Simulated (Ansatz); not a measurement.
# BFHS radical: one molecule under many settings

Aim: run BFHS radical under a spread of inputs, and see what each costs and gives.

Program: Ansatz 0.2.0, Gaussian basis. Level of theory: the settings change from run to run. These are calculated values, not measurements.

### Step 1. The relaxed structure

The structure was relaxed beforehand with PBE0-D4 in a triple-zeta def2 set.

SMILES `F[B]S`, 4 atoms, charge 0, spin multiplicity 2.

Atoms are counted from 1 here; the program's logs count them from 0.

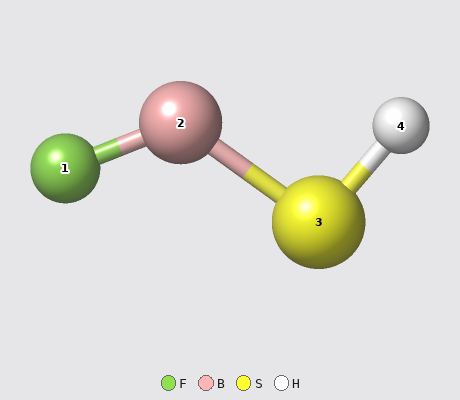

The structure; fluorine green, boron pink, sulfur yellow, hydrogen white; atoms are numbered from 1 in the order of the file.

### Step 2. PBE/def2-SVPD

Options: multiplicity 4, atoms shaken by 0.03 Å, density fitting with def2-universal-jkfit, finite nuclei.

File in.yaml:

```yaml
crystal:
  periodic: [false, false, false]
  atoms:
    - {symbol: F, position_ang: [0.782752, -0.439820, 1.594971]}
    - {symbol: B, position_ang: [0.513345, 0.180705, 0.589226]}
    - {symbol: S, position_ang: [-0.700094, -0.424088, -0.656217]}
    - {symbol: H, position_ang: [-0.485720, 0.717824, -1.520210]}
basis:
  gaussian: {orbitals: def2-SVPD, fitting: {mean_field: def2-universal-jkfit}, nuclear_model: gaussian}
magnetization: {spin_polarized: true, initial_magnetization: 3}
hamiltonian: {xc: {name: PBE}}
output: {forces: true}
```

The run is started by

```
$ ansatz run in.yaml --threads 2 --pin off --events-out ev --progress --plain --max-ram 22528MiB --backend cpu
```

Output:

```text
Functional definition: PBE
  name "PBE"
  cite "Perdew, Burke & Ernzerhof, Phys. Rev. Lett. 77, 3865 (1996) doi:10.1103/PhysRevLett.77.3865"
  parent pbe
  parameter kappa = 0.804
  parameter beta = 0.06672455060314922
  exchange = pbe_x(kappa = kappa, mu = beta*pi^2/3)
  correlation = pbe_c(beta = beta)
298 factors; integrals over basis functions are off by at most 4.0e-1 eV
mean field evaluation 1: about -14221.6869 eV, gradient 2.6e1 eV
mean field evaluation 2: about -14178.1912 eV, gradient 8.7e1 eV
mean field evaluation 4: about -14223.6866 eV, gradient 1.4e1 eV
mean field evaluation 8: about -14225.2790 eV, gradient 1.6e0 eV
mean field evaluation 16: about -14225.3099 eV, gradient 2.3e-3 eV
mean field evaluation 32: about -14225.2826 eV, gradient 1.6e-1 eV
mean field -14225.30991948 eV, -522.7704972794 hartree, gradient 5.6e-5 eV, S^2 3.754509; 3 other end points of the search recorded, 0 dependent functions left out
the calculation of the forces begins
reference -14225.30996979 eV, -522.7704991284 hartree; 17, 14 occupied and 61, 64 virtual orbitals, 298 factors
Total energy: -14225.30996979 eV, -522.7704991284 hartree
Atom 0 at     0.782752    -0.439820     1.594971 Å, force     1.942055    -4.265361     6.121454 eV/Å
Atom 1 at     0.513345     0.180705     0.589226 Å, force    -0.588505     5.106473    -4.584771 eV/Å
Atom 2 at    -0.700094    -0.424088    -0.656217 Å, force    -1.705833    -1.514141    -0.700664 eV/Å
Atom 3 at    -0.485720     0.717824    -1.520210 Å, force     0.352282     0.673029    -0.836019 eV/Å
Dipole moment:    -0.190426    -0.198785    -0.227331 e Å
```

It took 1.6 s on 2 threads of AMD EPYC 7R13, shared host.

Largest force 7.710 eV/Å, dipole 1.71 D, ⟨S²⟩ 3.755.

### Step 3. wB97X-V/def2-TZVPD

Set apart from the defaults: coordinates scaled by 1.05, finite nuclei, relativity set to none.

File in.yaml:

```yaml
crystal:
  periodic: [false, false, false]
  atoms:
    - {symbol: F, position_ang: [0.823679, -0.526606, 1.692929]}
    - {symbol: B, position_ang: [0.528104, 0.184710, 0.556717]}
    - {symbol: S, position_ang: [-0.727791, -0.415654, -0.709390]}
    - {symbol: H, position_ang: [-0.565716, 0.694130, -1.561570]}
basis:
  gaussian: {orbitals: def2-TZVPD, nuclear_model: gaussian}
magnetization: {spin_polarized: true, initial_magnetization: 1}
hamiltonian: {xc: {name: wB97X-V}, pseudopotentials: {relativity: none}}
output: {forces: true}
```

Launched as before.

Output, cut to the lines that bear on the results:

```text
Functional definition: wB97X-V
  name "wB97X-V"
  cite "Mardirossian & Head-Gordon, Phys. Chem. Chem. Phys. 16, 9904 (2014) doi:10.1039/C3CP54374A"
  cite "Becke, J. Chem. Phys. 107, 8554 (1997) doi:10.1063/1.475007"
  cite "Vydrov & Van Voorhis, J. Chem. Phys. 133, 244103 (2010) doi:10.1063/1.3521275"
[...]
      + integral(e_c_pw_opposite_spin*poly(b97_u_opposite, cos0, cos1)) + vv10(b, c)
709 factors; their error is unknown
206 factors; integrals over basis functions are off by at most 4.1e-5 eV
[...]
mean field -14243.73451271 eV, -523.4475885922 hartree, gradient 4.0e-5 eV, S^2 0.752939; 0 other end points of the search recorded, 0 dependent functions left out
[...]
reference -14243.73451107 eV, -523.4475885318 hartree; 16, 15 occupied and 116, 117 virtual orbitals, 709 factors
Total energy: -14243.73451107 eV, -523.4475885318 hartree
Atom 0 at     0.823679    -0.526606     1.692929 Å, force    -0.618703     1.144422    -2.039341 eV/Å
Atom 1 at     0.528104     0.184710     0.556717 Å, force    -0.418483    -1.520662     0.876040 eV/Å
Atom 2 at    -0.727791    -0.415654    -0.709390 Å, force     1.174441     1.614346     0.147947 eV/Å
Atom 3 at    -0.565716     0.694130    -1.561570 Å, force    -0.137255    -1.238106     1.015355 eV/Å
Dipole moment:    -0.063669     0.144573    -0.236307 e Å
```

It took 5.5 s on 2 threads of AMD EPYC 7R13, shared host; peak memory 0.39 GiB.

Largest force 2.419 eV/Å, dipole 1.37 D, ⟨S²⟩ 0.753.

### Step 4. PBEsol/ANO-RCC-VTZP

Options: density fitting with cc-pVTZ-jkfit, D3(BJ) dispersion, high accuracy.

File in.yaml:

```yaml
crystal:
  periodic: [false, false, false]
  atoms:
    - {symbol: F, position_ang: [0.784456, -0.501530, 1.612314]}
    - {symbol: B, position_ang: [0.502956, 0.175914, 0.530206]}
    - {symbol: S, position_ang: [-0.693135, -0.395860, -0.675610]}
    - {symbol: H, position_ang: [-0.538777, 0.661076, -1.487209]}
basis:
  gaussian: {orbitals: ANO-RCC-VTZP, fitting: {mean_field: cc-pVTZ-jkfit}}
magnetization: {spin_polarized: true, initial_magnetization: 1}
hamiltonian: {xc: {name: PBEsol}, dispersion: d3bj}
accuracy: high
output: {forces: true}
```

Launched as before.

Output, cut to the lines that bear on the results:

```text
Functional definition: PBEsol
  name "PBEsol"
  cite "Perdew et al., Phys. Rev. Lett. 100, 136406 (2008) doi:10.1103/PhysRevLett.100.136406"
  cite "Perdew, Burke & Ernzerhof, Phys. Rev. Lett. 77, 3865 (1996) doi:10.1103/PhysRevLett.77.3865"
  parent pbesol
[...]
309 factors; integrals over basis functions are off by at most 4.2e-1 eV
[...]
mean field -14242.18519498 eV, -523.3906522155 hartree, gradient 9.6e-9 eV, S^2 0.753217; 0 other end points of the search recorded, 0 dependent functions left out
[...]
reference -14242.18519987 eV, -523.3906523955 hartree; 16, 15 occupied and 92, 93 virtual orbitals, 309 factors
Total energy: -14242.20707940 eV, -523.3914564531 hartree
Relativity: scalar
Atom 0 at     0.784456    -0.501530     1.612314 Å, force     0.048637    -0.194265     0.263250 eV/Å
Atom 1 at     0.502956     0.175914     0.530206 Å, force     0.045796     0.277273    -0.205417 eV/Å
Atom 2 at    -0.693135    -0.395860    -0.675610 Å, force    -0.157527    -0.362440     0.123484 eV/Å
Atom 3 at    -0.538777     0.661076    -1.487209 Å, force     0.063094     0.279432    -0.181317 eV/Å
Dipole moment:    -0.080289     0.084127    -0.201438 e Å
```

Run time: 3.5 s. Hardware: 2 threads of AMD EPYC 7R13, shared host.

Largest force 0.414 eV/Å, dipole 1.12 D, ⟨S²⟩ 0.753.

### Step 5. CCSD(T)/def2-TZVP

Set apart from the defaults: correlated electrons set to outside_noble_gas.

in.yaml, as its differences from that of step 4:

```diff
@@ -8,6 +8,5 @@
 basis:
-  gaussian: {orbitals: ANO-RCC-VTZP, fitting: {mean_field: cc-pVTZ-jkfit}}
+  gaussian: {orbitals: def2-TZVP}
 magnetization: {spin_polarized: true, initial_magnetization: 1}
-hamiltonian: {xc: {name: PBEsol}, dispersion: d3bj}
-accuracy: high
-output: {forces: true}
+hamiltonian: {xc: {name: HF}}
+correlation: {method: ccsd_t, electrons: outside_noble_gas}
```

Same command.

Output, cut to the lines that bear on the results:

```text
Functional definition: HF
  name "HF"
  cite "Fock, Z. Phys. 61, 126 (1930) doi:10.1007/BF01340294"
  parent pbe
[...]
679 factors; integrals over basis functions are off by at most 9.8e-4 eV
[...]
mean field -14213.26402270 eV, -522.3278187378 hartree, gradient 7.2e-6 eV, S^2 0.756360; 1 other end points of the search recorded, 0 dependent functions left out
determinant -14213.26402270 eV, -522.3278187378 hartree, with singles and doubles -14227.26311549 eV, -522.8422759089 hartree
determinant -14209.85652513 eV, -522.2025955120 hartree, with singles and doubles -14224.06586288 eV, -522.7247790426 hartree
7 core orbitals not correlated: weight in the atoms' cores, before any rotation towards them, 1.000 or more for the frozen orbitals, at most 0.000 for the correlated occupied ones
reference -14213.26402270 eV, -522.3278187378 hartree; 9, 8 occupied and 89, 90 virtual orbitals, 679 factors
second order -13.32031613 eV of doubles, -0.00000000 eV of singles
cycle   1  -13.95523779 eV  change    -1.2e0 eV  update   2.2e-2
[...]
cycle   9  -13.98943482 eV  change    8.6e-6 eV  update   1.2e-5
perturbative correction -0.53655924 eV, -0.0197181882 hartree
Total energy: -14227.79001676 eV, -522.8616391735 hartree
```

Run time: 11 s. Hardware: 2 threads of AMD EPYC 7R13, shared host; peak memory 0.81 GiB.

⟨S²⟩ 0.756, T1 0.017.

### Step 6. BHLYP/6-31++G**

Set apart from the defaults: multiplicity 4, restricted open-shell orbitals, relativity set to scalar.

File in.yaml:

```yaml
crystal:
  periodic: [false, false, false]
  atoms:
    - {symbol: F, position_ang: [0.784456, -0.501530, 1.612314]}
    - {symbol: B, position_ang: [0.502956, 0.175914, 0.530206]}
    - {symbol: S, position_ang: [-0.693135, -0.395860, -0.675610]}
    - {symbol: H, position_ang: [-0.538777, 0.661076, -1.487209]}
basis:
  gaussian: {orbitals: "6-31++G**"}
magnetization: {spin_polarized: false, initial_magnetization: 3}
hamiltonian: {xc: {name: BHLYP}, pseudopotentials: {relativity: scalar}}
output: {forces: true}
```

The command is unchanged.

Output, cut to the lines that bear on the results:

```text
Functional definition: BHLYP
  name "BHLYP"
  cite "Becke, J. Chem. Phys. 98, 1372 (1993) doi:10.1063/1.464304"
  cite "Becke, Phys. Rev. A 38, 3098 (1988) doi:10.1103/PhysRevA.38.3098"
  cite "Lee, Yang & Parr, Phys. Rev. B 37, 785 (1988) doi:10.1103/PhysRevB.37.785"
[...]
571 factors; integrals over basis functions are off by at most 8.7e-4 eV
[...]
mean field -14266.18784898 eV, -524.2727334805 hartree, gradient 1.0e-5 eV, S^2 3.750000; 3 other end points of the search recorded, 0 dependent functions left out
[...]
reference -14266.18801247 eV, -524.2727394887 hartree; 17, 14 occupied and 50, 53 virtual orbitals, 571 factors
Total energy: -14266.18801247 eV, -524.2727394887 hartree
Relativity: scalar
Atom 0 at     0.784456    -0.501530     1.612314 Å, force     0.183246    -1.510885     1.755686 eV/Å
Atom 1 at     0.502956     0.175914     0.530206 Å, force     2.361324     2.939638     0.601018 eV/Å
Atom 2 at    -0.693135    -0.395860    -0.675610 Å, force    -2.482056    -1.306315    -2.384257 eV/Å
Atom 3 at    -0.538777     0.661076    -1.487209 Å, force    -0.062515    -0.122438     0.027552 eV/Å
Dipole moment:    -0.633282    -0.089828    -0.847960 e Å
```

It took 2.5 s on 2 threads of AMD EPYC 7R13, shared host.

Largest force 3.818 eV/Å, dipole 5.10 D.

### Step 7. r2SCAN0/def2-TZVPD

This run has D3(BJ) dispersion, the search for lower states set to full.

in.yaml, as its differences from that of step 6:

```diff
@@ -8,5 +8,6 @@
 basis:
-  gaussian: {orbitals: "6-31++G**"}
-magnetization: {spin_polarized: false, initial_magnetization: 3}
-hamiltonian: {xc: {name: BHLYP}, pseudopotentials: {relativity: scalar}}
+  gaussian: {orbitals: def2-TZVPD}
+magnetization: {spin_polarized: true, initial_magnetization: 1}
+hamiltonian: {xc: {name: r2SCAN0}, dispersion: d3bj}
+scf: {lower_state_search: full}
 output: {forces: true}
```

Launched as before.

Output, cut to the lines that bear on the results:

```text
Warning: the engine holds no damping parameters fitted to this dispersion correction and functional, so the run takes those fitted to r2scan0 beside the three-body term, which d3bj leaves out (hamiltonian.dispersion, under Limitations)
Functional definition: r2SCAN0
  name "r2SCAN0"
  cite "Bursch, Neugebauer, Ehlert & Grimme, J. Chem. Phys. 156, 134105 (2022) doi:10.1063/5.0086040"
  cite "Furness, Kaplan, Ning, Perdew & Sun, J. Phys. Chem. Lett. 11, 8208 (2020) doi:10.1021/acs.jpclett.0c02405"
  cite "Furness, Kaplan, Ning, Perdew & Sun, J. Phys. Chem. Lett. 11, 9248 (2020) doi:10.1021/acs.jpclett.0c03077"
  parent r2scan
[...]
728 factors; their error is unknown
[...]
mean field -14244.07165776 eV, -523.4599784441 hartree, gradient 8.5e-5 eV, S^2 0.754632; 2 other end points of the search recorded, 0 dependent functions left out
[...]
reference -14244.07167761 eV, -523.4599791737 hartree; 16, 15 occupied and 116, 117 virtual orbitals, 728 factors
Total energy: -14244.08919139 eV, -523.4606227933 hartree
Atom 0 at     0.784456    -0.501530     1.612314 Å, force    -0.056735     0.075414    -0.157622 eV/Å
Atom 1 at     0.502956     0.175914     0.530206 Å, force     0.019756    -0.080673     0.108004 eV/Å
Atom 2 at    -0.693135    -0.395860    -0.675610 Å, force     0.056539     0.123962    -0.038558 eV/Å
Atom 3 at    -0.538777     0.661076    -1.487209 Å, force    -0.019559    -0.118702     0.088176 eV/Å
Dipole moment:    -0.067090     0.118407    -0.215632 e Å
```

Wall time 6.5 s (2 threads of AMD EPYC 7R13, shared host).

Largest force 0.184 eV/Å, dipole 1.22 D, ⟨S²⟩ 0.755.

### Step 8. RPBE/def2-SVP

Options: charge +1, multiplicity 1, D4 dispersion, relativity set to none.

File in.yaml:

```yaml
crystal:
  periodic: [false, false, false]
  atoms:
    - {symbol: F, position_ang: [0.784456, -0.501530, 1.612314]}
    - {symbol: B, position_ang: [0.502956, 0.175914, 0.530206]}
    - {symbol: S, position_ang: [-0.693135, -0.395860, -0.675610]}
    - {symbol: H, position_ang: [-0.538777, 0.661076, -1.487209]}
basis:
  gaussian: {orbitals: def2-SVP}
total_charge: 1
hamiltonian: {xc: {name: RPBE}, dispersion: d4, pseudopotentials: {relativity: none}}
```

Same command.

Output:

```text
Functional definition: RPBE
  name "RPBE"
  cite "Hammer, Hansen & Nørskov, Phys. Rev. B 59, 7413 (1999) doi:10.1103/PhysRevB.59.7413"
  cite "Perdew, Burke & Ernzerhof, Phys. Rev. Lett. 77, 3865 (1996) doi:10.1103/PhysRevLett.77.3865"
  parameter kappa = 0.804
  parameter beta = 0.06672455060314922
  exchange = rpbe_x(kappa = kappa, mu = beta*pi^2/3)
  correlation = pbe_c(beta = beta)
565 factors; their error is unknown
mean field evaluation 1: about -14221.0288 eV, gradient 6.9e1 eV
mean field evaluation 2: about -14113.4569 eV, gradient 2.2e2 eV
mean field evaluation 4: about -14229.0189 eV, gradient 9.4e0 eV
mean field evaluation 8: about -14229.2572 eV, gradient 1.2e-1 eV
mean field -14229.22539836 eV, -522.9143884743 hartree, gradient 5.5e-5 eV, S^2 0.000000; 0 other end points of the search recorded, 0 dependent functions left out
reference -14229.22542153 eV, -522.9143893257 hartree; 15, 15 occupied and 36, 36 virtual orbitals, 565 factors
Total energy: -14229.41990518 eV, -522.9215364680 hartree
```

It took 0.3 s on 2 threads of AMD EPYC 7R13, shared host.

### Step 9. BHLYP/def2-mTZVP

This run has charge +1, multiplicity 1, D4 dispersion, high accuracy.

in.yaml, as its differences from that of step 8:

```diff
@@ -8,4 +8,6 @@
 basis:
-  gaussian: {orbitals: def2-SVP}
+  gaussian: {orbitals: def2-mTZVP}
 total_charge: 1
-hamiltonian: {xc: {name: RPBE}, dispersion: d4, pseudopotentials: {relativity: none}}
+hamiltonian: {xc: {name: BHLYP}, dispersion: d4}
+accuracy: high
+output: {forces: true}
```

Launched as before.

Output, cut to the lines that bear on the results:

```text
Functional definition: BHLYP
  name "BHLYP"
  cite "Becke, J. Chem. Phys. 98, 1372 (1993) doi:10.1063/1.464304"
  cite "Becke, Phys. Rev. A 38, 3098 (1988) doi:10.1103/PhysRevA.38.3098"
  cite "Lee, Yang & Parr, Phys. Rev. B 37, 785 (1988) doi:10.1103/PhysRevB.37.785"
[...]
1192 factors; integrals over basis functions are off by at most 3.6e-9 eV
[...]
mean field -14236.07240237 eV, -523.1660112307 hartree, gradient 8.5e-8 eV, S^2 0.000000; 0 other end points of the search recorded, 0 dependent functions left out
[...]
reference -14236.07242395 eV, -523.1660120238 hartree; 15, 15 occupied and 48, 48 virtual orbitals, 1192 factors
Total energy: -14236.13448025 eV, -523.1682925508 hartree
Atom 0 at     0.784456    -0.501530     1.612314 Å, force     0.353056     3.313465    -2.735568 eV/Å
Atom 1 at     0.502956     0.175914     0.530206 Å, force    -1.666128    -5.157139     2.607390 eV/Å
Atom 2 at    -0.693135    -0.395860    -0.675610 Å, force     1.571115     1.780370     0.571807 eV/Å
Atom 3 at    -0.538777     0.661076    -1.487209 Å, force    -0.258043     0.063304    -0.443630 eV/Å
Dipole moment:     0.201911     0.621642    -0.312857 e Å
```

Run time: 1.5 s. Hardware: 2 threads of AMD EPYC 7R13, shared host.

Largest force 6.014 eV/Å.

### Step 10. B97M-V/def2-TZVPP

Set apart from the defaults: a grid of angular degree 23.

in.yaml, as its differences from that of step 9:

```diff
@@ -8,6 +8,4 @@
 basis:
-  gaussian: {orbitals: def2-mTZVP}
-total_charge: 1
-hamiltonian: {xc: {name: BHLYP}, dispersion: d4}
-accuracy: high
-output: {forces: true}
+  gaussian: {orbitals: def2-TZVPP, final_grid: {core_spheres: 8, valence_spheres: 7, degree: 23}}
+magnetization: {spin_polarized: true, initial_magnetization: 1}
+hamiltonian: {xc: {name: B97M-V}}
```

The command is unchanged.

Output, cut to the lines that bear on the results:

```text
Functional definition: B97M-V
  name "B97M-V"
  cite "Mardirossian & Head-Gordon, J. Chem. Phys. 142, 074111 (2015) doi:10.1063/1.4907719"
  cite "Becke, J. Chem. Phys. 107, 8554 (1997) doi:10.1063/1.475007"
  cite "Vydrov & Van Voorhis, J. Chem. Phys. 133, 244103 (2010) doi:10.1063/1.3521275"
  # Of w^i u^j: cxij and so on, Table III.
[...]
  gx(w, u) = cx00 + cx01*u + cx02*u^2 + (cx10 + cx11*u)*w
  gss(w, u) = css00 + css02*u^2 + css10*w + (css32*w^3 + css42*w^4)*u^2
  gos(w, u) = cos00 + cos01*u + cos03*u^3 + cos10*w + cos32*w^3*u^2
[...]
      + integral(e_c_pw_mod_opposite_spin*gos(b97_w_opposite, b97_u_opposite)) + vv10(b, c)
668 factors; their error is unknown
[...]
mean field -14243.32238540 eV, -523.4324431929 hartree, gradient 6.3e-5 eV, S^2 0.754018; 0 other end points of the search recorded, 0 dependent functions left out
reference -14243.32244295 eV, -523.4324453079 hartree; 16, 15 occupied and 102, 103 virtual orbitals, 668 factors
Total energy: -14243.32244295 eV, -523.4324453079 hartree
```

Wall time 1.5 s (2 threads of AMD EPYC 7R13, shared host).

⟨S²⟩ 0.754.

### Step 11. All runs side by side

```
              level  charge  multiplicity  geometry  functions  energy (eV)   time
      PBE/def2-SVPD       0             4    shaken         78   -14225.310  1.6 s
 wB97X-V/def2-TZVPD       0             2    scaled        132   -14243.735  5.5 s
PBEsol/ANO-RCC-VTZP       0             2   relaxed        108   -14242.207  3.5 s
  CCSD(T)/def2-TZVP       0             2   relaxed        105   -14227.790   11 s
    BHLYP/6-31++G**       0             4   relaxed         67   -14266.188  2.5 s
 r2SCAN0/def2-TZVPD       0             2   relaxed        132   -14244.089  6.5 s
      RPBE/def2-SVP       1             1   relaxed         51   -14229.420  0.3 s
   BHLYP/def2-mTZVP       1             1   relaxed         63   -14236.134  1.5 s
  B97M-V/def2-TZVPP       0             2   relaxed        118   -14243.322  1.5 s
```

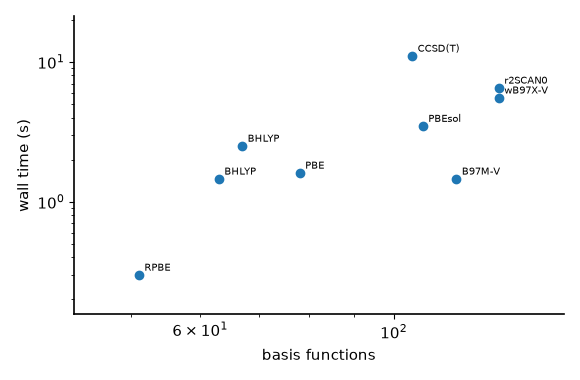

Wall time against the number of basis functions (shared host).

### Step 12. Outcome

| quantity | value |
| --- | --- |
| runs | 9 |
| quickest | RPBE/def2-SVP, 0.3 s |
| slowest | CCSD(T)/def2-TZVP, 11 s |
| spread of total energies, same state and geometry | 16.3 eV |
| dipole, same state and geometry | 1.12 to 1.22 D |

Run time spans a factor of 37, from RPBE/def2-SVP to CCSD(T)/def2-TZVP. The jobs differ in tasks and options as well as level. Total energies at one charge and spin differ by 16 eV between levels, so only differences within one level mean anything. Some of these runs are scalar-relativistic and others not, which shifts the totals of all-electron atoms past neon by eV; core potentials, where a basis has them, take the core out of the total altogether. At the PBE0-D4/def2-TZVP geometry and in the same state, runs without warnings or point charges leave forces up to 0.41 eV/Å (PBEsol/ANO-RCC-VTZP), against 2.4 eV/Å where the atoms were moved.
